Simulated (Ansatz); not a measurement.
# Al16P: nudged elastic band (part 2 of 2)

Al16P (slab, 17 atoms in the cell); DFT LDA, scalar-relativistic, plane waves, PAW, no spin polarisation (Ansatz 0.2.0); cutoff 420 eV, 2×3×1 k-mesh, Fermi–Dirac smearing of 0.05 eV. One setting was made poor on purpose. The input holds or restrains some coordinates. It belongs to a series of runs on one base structure; here: band between the two ends.

Geometry of the input (Å; fractional positions):
```
8.1000  0.0000  0.0000
0.0000  5.7276  0.0000
0.0000  0.0000  15.2957
Al 0.2500  0.2500  0.0654
Al 0.7500  0.2500  0.0654
Al 0.2500  0.7500  0.0654
Al 0.7500  0.7500  0.0654
Al 0.0006  0.0029  0.1491
Al 0.4993  0.0029  0.1490
Al 0.0009  0.4968  0.1492
Al 0.4991  0.4967  0.1491
Al 0.2499  0.2492  0.2468
Al 0.7501  0.2497  0.2335
Al 0.2500  0.7498  0.2518
Al 0.7499  0.7494  0.2304
Al -0.0143  0.0126  0.3267
Al 0.5143  0.0129  0.3266
Al -0.0138  0.4861  0.3267
Al 0.5138  0.4857  0.3266
P  0.7491  0.7485  0.3839
```

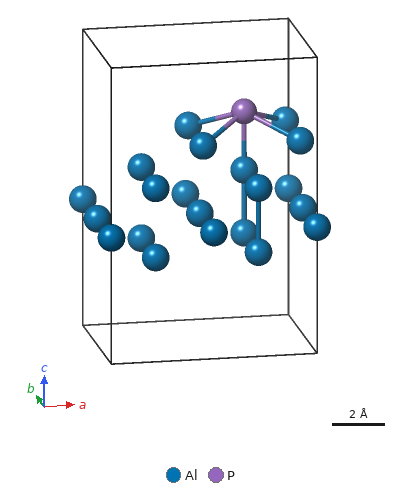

**Figure 1.** The structure as given in the input (ball-and-stick view of the cell of the calculation, with the vacuum cut short, seen slightly off an axis).

```
Free energy (F): -8925.968581 eV
Harris-Foulkes:  -8925.968581 eV  (|F-HF|=3.37e-8)
Internal energy: -8925.901269 eV  (E = F + TS)
E sigma→0 (E₀):  -8925.934925 eV
Entropy (-TS):   -0.067312 eV (-3.960 meV/atom)
Fermi energy:    0.388347 eV
--- Per-component energies (eV) ---
  E_band       = -199.599493
  E_kinetic    = 424.301677
  E_local      = -5229.637523  (includes V_loc(G=0)·N_el)
  E_nonlocal   = 215.573291
  E_hartree    = 2489.545604
  E_xc         = -680.422376
  E_vxc        = -516.198062  (∫ρ·V_xc dr)
  E_paw        = -7632.747366  (= ΣΔE_a)
  E_vpaw       = -72.730817  (= ΣTr[D̂ρ^β])
  E_aug_tail   = -0.000058  (compensation charges beyond the density's cutoff)
  E_ewald      = 1486.476666
  E_core_change = 1.008816  (= ΣΔE_core)
  E_smearing   = -0.067312  (= −TS)
  E_closure    = -0.000000  (closes the sum)
  Σ components = -8925.968581   (vs F -8925.968581, Δ=0.00e0)
--- Forces (eV/Å), atoms counted from 1 ---
[...]
  atom   1  Al    -0.00026967    -0.35602206    -0.11918711
  atom   2  Al     0.00015528     0.13006624     0.10595106
  atom   3  Al    -0.00026809     0.35552231    -0.11826174
  atom   4  Al     0.00015822    -0.12824752     0.10103581
  atom   5  Al     0.00598368    -0.00104533     0.01182522
  atom   6  Al    -0.00513488    -0.00105284     0.01259629
  atom   7  Al     0.00120589    -0.00107168    -0.00971850
  atom   8  Al    -0.00070327    -0.00106333    -0.00930498
  atom   9  Al    -0.00045336     0.00810086    -0.00745487
  atom  10  Al    -0.00065903    -0.01936935     0.02329739
  atom  11  Al    -0.00044706    -0.00738789    -0.00690443
  atom  12  Al    -0.00067365     0.03138577     0.03588858
  atom  13  Al     0.01981542    -0.00037581     0.00554225
  atom  14  Al    -0.02464955    -0.00029802     0.00385667
  atom  15  Al    -0.00161659    -0.00000314     0.00976752
  atom  16  Al     0.00226834     0.00005296     0.00961250
  atom  17  P      0.00528702    -0.00919614    -0.04853894
  max |Σ_I F_I| component: 4.96e-6 eV/Å
--- Band table (eV) ---
  k-point 0: bands = ["-11.1584", "-9.4923", "-7.8189", "-7.7483", "-6.8272", "-5.6396", "-5.6360", "-5.5110", "-4.8949", "-3.8645", "-3.7301", "-3.7096", "-3.4556", "-3.3600", "-3.3133", "-2.8922", "-2.7012", "-1.8837", "-1.7686", "-1.6441", "-1.4441", "-1.3002", "-0.9376", "-0.7053", "-0.1267", "0.0562", "0.2856", "0.4483", "1.1337", "1.2432", "1.5879", "2.0335", "2.1966", "2.3115", "2.3265", "2.3574", "2.7623", "3.0250", "3.1458", "3.4873", "3.5583", "3.6475", "4.0115", "4.3826"]
  k-point 1: bands = ["-11.0231", "-9.1578", "-7.8656", "-7.3471", "-7.2602", "-6.5461", "-5.9436", "-5.8045", "-5.3627", "-5.1005", "-4.4987", "-3.7245", "-3.6590", "-2.9013", "-2.5237", "-2.3146", "-1.9565", "-1.4072", "-1.3199", "-0.7581", "-0.5598", "-0.5399", "-0.2292", "-0.1961", "0.1079", "0.1798", "0.3068", "0.6484", "1.1515", "1.1705", "1.4838", "1.6648", "1.9460", "2.1156", "2.2907", "2.4778", "2.6683", "2.8901", "3.2279", "3.4682", "3.5279", "3.7548", "3.9874", "4.0137"]
  k-point 2: bands = ["-11.1040", "-9.4296", "-8.8114", "-7.0600", "-6.1805", "-5.3318", "-5.1888", "-5.0420", "-5.0127", "-4.9915", "-4.6786", "-4.1390", "-3.4452", "-3.2961", "-2.8112", "-2.6337", "-2.5407", "-2.4573", "-2.1383", "-1.4740", "-1.1187", "-1.0341", "-0.7066", "-0.5692", "-0.1630", "0.1536", "0.2079", "0.8457", "0.8925", "1.0429", "1.3229", "1.4039", "1.8402", "1.8952", "2.1086", "2.7456", "3.1060", "3.1488", "3.3561", "3.4079", "3.6390", "3.8184", "3.9850", "4.3990"]
  k-point 3: bands = ["-10.9917", "-8.9367", "-8.5235", "-7.4765", "-7.2369", "-6.5743", "-5.9068", "-5.2155", "-4.8155", "-4.6630", "-4.3359", "-3.7935", "-3.3321", "-3.0312", "-2.7013", "-2.6204", "-2.2805", "-1.7193", "-1.6926", "-1.6607", "-1.3810", "-1.1053", "-0.8009", "-0.2941", "-0.0237", "0.3719", "0.5303", "1.1114", "1.4267", "1.5690", "1.8247", "2.2527", "2.5118", "2.6033", "2.6168", "2.8370", "3.0572", "3.2967", "3.3009", "3.6067", "3.6715", "3.8602", "4.1445", "4.4690"]
this run last wrote the band of iteration 5 to [file]
--- NEB band (5 images, 5 band iterations, 140 SCF iterations) ---
  forward barrier  = 0.452800 eV
  backward barrier = 0.452800 eV
  lagrangian_above_aufbau_ev (what the smearing adds, to first order; not taken off the barriers): saddle image -0.039256 eV, end points -0.036724 and -0.036724 eV
  climbing image's point = of an order that was not read
  energies are F+E_penalty+E_count in eV, relative to image 0
  image     s (Å)  Δ vs image 0  max|band force component| (eV/Å)
      0    0.0000      0.000000                                 —
      1    0.8342      0.272325                          1.418e-2
  *   2    1.6685      0.452800                          4.850e-2
      3    2.4968      0.278665                          1.241e-2
      4    3.3249      0.000000                                 —
  climbing-image geometry (image 2):
  cell:  # Å, volume = 709.6164 Å³
    - [8.1, 0.0, 0.0]
    - [0.0, 5.727565, 0.0]
    - [0.0, 0.0, 15.295674]
  atoms:
    - { symbol: Al, position: [0.25, 0.24999999999999997, 0.06537799999999999] }
    - { symbol: Al, position: [0.75, 0.24999999999999997, 0.06537799999999999] }
    - { symbol: Al, position: [0.25, 0.75, 0.06537799999999999] }
    - { symbol: Al, position: [0.75, 0.75, 0.06537799999999999] }
    - { symbol: Al, position: [-0.0037589634615569807, 0.00017643579445772298, 0.1431081252339735] }
    - { symbol: Al, position: [0.503747454980573, 0.00017781000357413327, 0.1430771413801491] }
    - { symbol: Al, position: [-0.007253884538624114, 0.5000770918592513, 0.14348494225564457] }
    - { symbol: Al, position: [0.507267632087899, 0.5000781196966222, 0.14348574099934278] }
    - { symbol: Al, position: [0.25003672908778357, 0.25980130311398936, 0.2387273158339654] }
    - { symbol: Al, position: [0.7500378524329165, 0.2616354585535286, 0.24255995219431395] }
    - { symbol: Al, position: [0.2500351427554432, 0.7400932687902149, 0.23874812545420043] }
    - { symbol: Al, position: [0.7500382434072578, 0.737186669861797, 0.24241887807303558] }
    - { symbol: Al, position: [0.02174850934574418, 1.5940274744378137e-5, 0.31796530242299276] }
    - { symbol: Al, position: [0.4783105633225579, 7.690564083497811e-6, 0.31793753735178826] }
    - { symbol: Al, position: [0.011013258814104775, 0.49989570434182057, 0.3236119709498702] }
    - { symbol: Al, position: [0.4890464860079461, 0.49989087080635336, 0.32361614542745626] }
    - { symbol: P, position: [0.7499472665978929, 0.9993284990652213, 0.37002415479194] }
```

**The last band as extended XYZ (Å, eV, eV/Å)**
```
17
Lattice="8.1000 0.0000 0.0000 0.0000 5.7276 0.0000 0.0000 0.0000 15.2957" Properties=species:S:1:pos:R:3:forces:R:3 image=0 energy=-8926.42138
Al    2.0250    1.4319    1.0000    0.0004   0.0018   0.2432
Al    6.0750    1.4319    1.0000   -0.0008  -0.0007  -0.2601
Al    2.0250    4.2957    1.0000    0.0011  -0.0030   0.4392
Al    6.0750    4.2957    1.0000   -0.0001  -0.0018  -0.4260
Al    0.0052    0.0166    2.2805    0.0013   0.0017   0.0026
Al    4.0447    0.0167    2.2789   -0.0009   0.0015   0.0038
Al    0.0072    2.8452    2.2826   -0.0014  -0.0034  -0.0016
Al    4.0429    2.8449    2.2810    0.0012  -0.0027  -0.0008
Al    2.0243    1.4273    3.7756    0.0012   0.0028   0.0026
Al    6.0758    1.4300    3.5720   -0.0003  -0.0041   0.0078
Al    2.0253    4.2945    3.8510   -0.0004  -0.0042   0.0024
Al    6.0741    4.2923    3.5242    0.0006   0.0010   0.0009
Al   -0.1157    0.0722    4.9972   -0.0059   0.0024  -0.0057
Al    4.1657    0.0740    4.9956    0.0032   0.0011  -0.0059
Al   -0.1116    2.7840    4.9978   -0.0113  -0.0002  -0.0065
Al    4.1614    2.7817    4.9962    0.0091   0.0019  -0.0064
P     6.0674    4.2873    5.8724    0.0031   0.0059   0.0106
17
Lattice="8.1000 0.0000 0.0000 0.0000 5.7276 0.0000 0.0000 0.0000 15.2957" Properties=species:S:1:pos:R:3:forces:R:3 image=1 energy=-8926.14906
Al    2.0250    1.4319    1.0000    0.0009  -0.3073   0.0095
Al    6.0750    1.4319    1.0000   -0.0003   0.2455  -0.0409
Al    2.0250    4.2957    1.0000    0.0009   0.2625   0.2096
Al    6.0750    4.2957    1.0000   -0.0013  -0.1264  -0.3597
Al   -0.0185    0.0478    2.2306    0.0143   0.0306   0.0185
Al    4.0687    0.0480    2.2295   -0.0139   0.0307   0.0185
Al   -0.0384    2.8804    2.2082    0.0155   0.0103   0.0002
Al    4.0886    2.8808    2.2086   -0.0153   0.0103   0.0005
Al    2.0252    1.5295    3.6915   -0.0001   0.0250   0.0249
Al    6.0755    1.5042    3.6570    0.0001  -0.0022  -0.0175
Al    2.0259    4.3125    3.7412    0.0001   0.0464   0.0528
Al    6.0758    4.2737    3.5684   -0.0004   0.0233  -0.0782
Al    0.0451    0.1277    4.9081   -0.0859   0.0726   0.0323
Al    4.0039    0.1316    4.9066    0.0831   0.0743   0.0315
Al   -0.0231    2.8877    4.9582   -0.0743   0.0168   0.0088
Al    4.0764    2.8904    4.9595    0.0746   0.0178   0.0089
P     6.0714    4.9979    5.7981    0.0020  -0.4303   0.0800
17
Lattice="8.1000 0.0000 0.0000 0.0000 5.7276 0.0000 0.0000 0.0000 15.2957" Properties=species:S:1:pos:R:3:forces:R:3 image=2 energy=-8925.96858
Al    2.0250    1.4319    1.0000   -0.0003  -0.3560  -0.1192
Al    6.0750    1.4319    1.0000    0.0002   0.1301   0.1060
Al    2.0250    4.2957    1.0000   -0.0003   0.3555  -0.1183
Al    6.0750    4.2957    1.0000    0.0002  -0.1282   0.1010
Al   -0.0304    0.0010    2.1889    0.0060  -0.0010   0.0118
Al    4.0804    0.0010    2.1885   -0.0051  -0.0011   0.0126
Al   -0.0588    2.8642    2.1947    0.0012  -0.0011  -0.0097
Al    4.1089    2.8642    2.1947   -0.0007  -0.0011  -0.0093
Al    2.0253    1.4880    3.6515   -0.0005   0.0081  -0.0075
Al    6.0753    1.4985    3.7101   -0.0007  -0.0194   0.0233
Al    2.0253    4.2389    3.6518   -0.0004  -0.0074  -0.0069
Al    6.0753    4.2223    3.7080   -0.0007   0.0314   0.0359
Al    0.1762    0.0001    4.8635    0.0198  -0.0004   0.0055
Al    3.8743    0.0000    4.8631   -0.0246  -0.0003   0.0039
Al    0.0892    2.8632    4.9499   -0.0016   0.0000   0.0098
Al    3.9613    2.8632    4.9499    0.0023   0.0001   0.0096
P     6.0746    5.7237    5.6598    0.0053  -0.0092  -0.0485
17
Lattice="8.1000 0.0000 0.0000 0.0000 5.7276 0.0000 0.0000 0.0000 15.2957" Properties=species:S:1:pos:R:3:forces:R:3 image=3 energy=-8926.14272
Al    2.0250    1.4319    1.0000    0.0009  -0.2661   0.2061
Al    6.0750    1.4319    1.0000   -0.0012   0.1267  -0.3542
Al    2.0250    4.2957    1.0000    0.0008   0.3109   0.0075
Al    6.0750    4.2957    1.0000   -0.0003  -0.2467  -0.0327
Al   -0.0189   -0.0478    2.2300    0.0137  -0.0317   0.0182
Al    4.0691   -0.0481    2.2289   -0.0133  -0.0318   0.0183
Al   -0.0390    2.8468    2.2076    0.0150  -0.0103  -0.0003
Al    4.0891    2.8464    2.2080   -0.0148  -0.0103   0.0001
Al    2.0259    1.4144    3.7401    0.0000  -0.0453   0.0512
Al    6.0758    1.4549    3.5701   -0.0004  -0.0216  -0.0766
Al    2.0252    4.1968    3.6908   -0.0002  -0.0246   0.0237
Al    6.0755    4.2231    3.6595    0.0001   0.0057  -0.0164
Al    0.0477   -0.1279    4.9073   -0.0820  -0.0745   0.0303
Al    4.0013   -0.1316    4.9058    0.0792  -0.0760   0.0295
Al   -0.0210    2.8384    4.9577   -0.0729  -0.0157   0.0087
Al    4.0741    2.8359    4.9590    0.0732  -0.0166   0.0088
P     6.0716    6.4450    5.7963    0.0021   0.4279   0.0780
17
Lattice="8.1000 0.0000 0.0000 0.0000 5.7276 0.0000 0.0000 0.0000 15.2957" Properties=species:S:1:pos:R:3:forces:R:3 image=4 energy=-8926.42138
Al    2.0250    1.4319    1.0000    0.0011  -0.0030   0.4392
Al    6.0750    1.4319    1.0000   -0.0001  -0.0018  -0.4260
Al    2.0250    4.2957    1.0000    0.0004   0.0018   0.2432
Al    6.0750    4.2957    1.0000   -0.0008  -0.0007  -0.2601
Al    0.0072   -0.0185    2.2826   -0.0014  -0.0034  -0.0016
Al    4.0429   -0.0189    2.2810    0.0012  -0.0027  -0.0008
Al    0.0052    2.8804    2.2805    0.0013   0.0017   0.0026
Al    4.0447    2.8805    2.2789   -0.0009   0.0015   0.0038
Al    2.0253    1.4307    3.8510   -0.0004  -0.0042   0.0024
Al    6.0741    1.4285    3.5242    0.0006   0.0010   0.0009
Al    2.0243    4.2911    3.7756    0.0012   0.0028   0.0026
Al    6.0758    4.2938    3.5720   -0.0003  -0.0041   0.0078
Al   -0.1116   -0.0797    4.9978   -0.0113  -0.0002  -0.0065
Al    4.1614   -0.0821    4.9962    0.0091   0.0019  -0.0064
Al   -0.1157    2.9360    4.9972   -0.0059   0.0024  -0.0057
Al    4.1657    2.9378    4.9956    0.0032   0.0011  -0.0059
P     6.0674    7.1510    5.8724    0.0031   0.0059   0.0106
```
